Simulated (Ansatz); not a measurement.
## Electronic structure of C$_{2}$H$_{7}$BClNSi (SMILES BN(C=C)[SiH2]Cl) in real space

Input file:

```
crystal:
  periodic: [false, false, false]
  atoms:
    - {symbol: B, position_ang: [-1.302392, 0.816668, -1.192519]}
    - {symbol: N, position_ang: [-0.386359, 0.222328, -0.299564]}
    - {symbol: C, position_ang: [-0.157277, -1.166754, -0.344477]}
    - {symbol: C, position_ang: [0.752123, -1.837647, 0.351590]}
    - {symbol: Si, position_ang: [0.431268, 1.220407, 0.883690]}
    - {symbol: Cl, position_ang: [2.426745, 1.406558, 0.441857]}
    - {symbol: H, position_ang: [-1.885136, 0.119401, -1.970375]}
    - {symbol: H, position_ang: [-1.477323, 1.996908, -1.148556]}
    - {symbol: H, position_ang: [-0.816017, -1.684229, -1.034735]}
    - {symbol: H, position_ang: [0.825596, -2.910375, 0.236686]}
    - {symbol: H, position_ang: [1.449971, -1.365666, 1.033122]}
    - {symbol: H, position_ang: [-0.176479, 2.560950, 0.842209]}
    - {symbol: H, position_ang: [0.335579, 0.586951, 2.215771]}
basis:
  gaussian: {orbitals: def2-TZVPP}
hamiltonian: {xc: pbe0, dispersion: d4}
output: {orbitals: {seedname: orbitals}}
```

Launched as:

```sh
ansatz run in.yaml --threads 4 --pin off --events-out ev --progress --plain --max-ram 11315MiB
```

Geometry: PBE0-D4/def2-TZVP.

Computed with Ansatz 0.2.0, RKS PBE0-D4/def2-TZVPP.

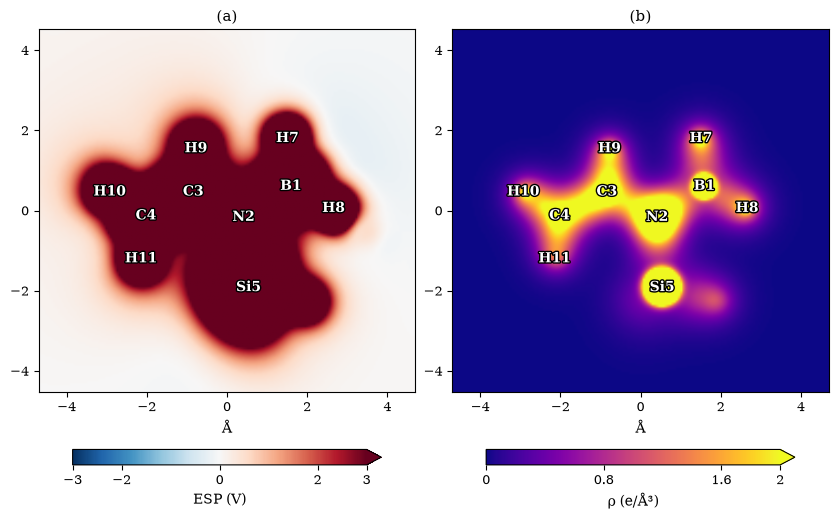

Figure 1. (a) electrostatic potential; (b) electron density on the plane of atoms N2, B1 and H8.

What does the map show?

Answer.
- Atoms in the plane: B, N, C, Si and H.
- C–C (1.33 Å): ρ at the midpoint is about 2.4 e/Å³.
- C–N (1.41 Å): the density is about 2.1 e/Å³ at the midpoint.
- B–N (1.41 Å): ρ at the midpoint is about 1.9 e/Å³.
- Si–N (1.75 Å): ρ at the midpoint is about 1.1 e/Å³.
- C–H (1.08 Å): ρ is about 2.1 e/Å³ halfway.
- The potential has no marked negative region in this plane.

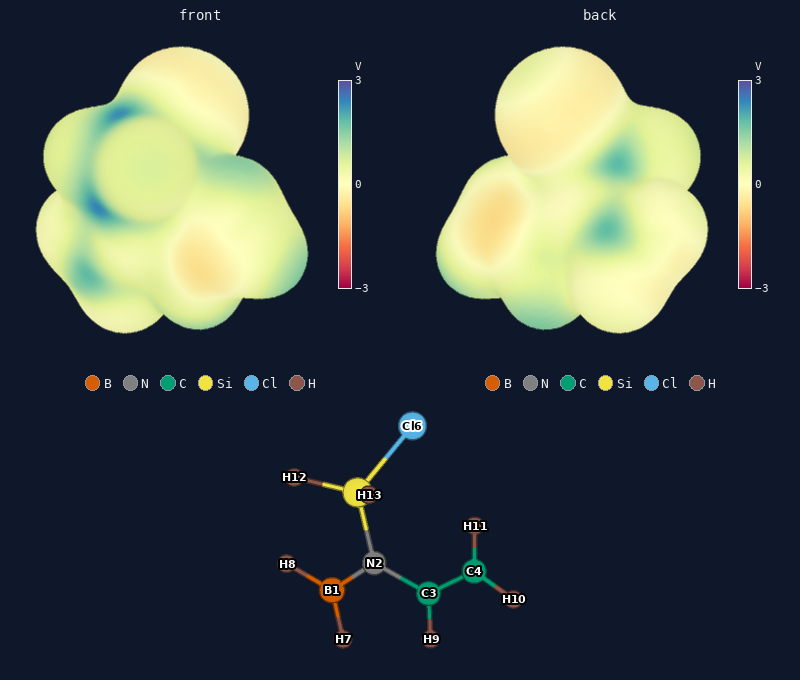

Figure 2. The molecular electrostatic potential painted on the density surface at 0.004 e/bohr³, seen from the front and from behind; red is negative and blue positive. The bare structure is drawn below in the same view.

Where is the surface potential most negative and most positive?

Answer. The most negative region (about −0.6 V) lies over the π face of C3 and C4, the most positive (about +2.2 V) over Si5. Cl6 shows a σ-hole: about +0.4 V at the tip opposite its bond, against about −0.2 V on its flanks.

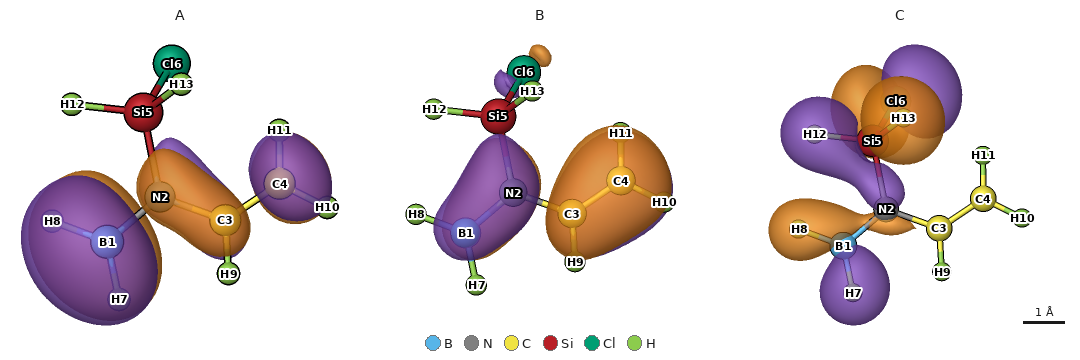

Figure 3. Three frontier orbitals at ±0.08 Å⁻³ᐟ² (orange and purple are the two phases), in no order.

Which picture is the HOMO−1, the HOMO and the LUMO?

Answer. C is the HOMO−1 (−8.98 eV). It lies mainly on Cl6 (about 45 %), Si5 (about 15 %), H13 (about 10 %), B1 (about 10 %) and H12 (about 5 %). B is the HOMO (−7.26 eV). It lies mainly on C4 (about 40 %), C3 (about 25 %), N2 (about 15 %) and B1 (about 10 %). A is the LUMO (−0.85 eV). By Hirshfeld shares it lies mainly on B1 (about 50 %), C4 (about 10 %), N2 (about 10 %), C3 (about 5 %), H8 (about 5 %) and H7 (about 5 %).

What is the HOMO–LUMO gap?

Answer. 6.41 eV between the orbital energies.
